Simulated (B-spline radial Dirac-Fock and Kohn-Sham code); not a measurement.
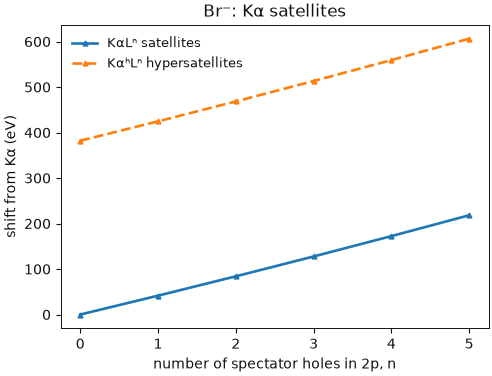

**Figure.** Shifts of Kα satellites and hypersatellites with the number of spectator holes in 2p, counted from the Kα line without spectators. The figure is for Br⁻ ([Kr]), inside a Watson sphere of charge +1 and radius 1.666 Å that stands in for a crystal. The calculation used Dirac–Fock ΔSCF (average of configuration, Fermi nucleus, Breit and QED terms, no correlation) (a B-spline radial code).

What can be read from it?

The Kα centroid lies at 11.907 keV. One spectator hole shifts it by 41.5 eV and 5 holes by 218 eV; the steps grow from 41.5 eV to 45.9 eV. The hypersatellite (both 1s electrons missing) lies 382 eV above Kα as an average over its terms.
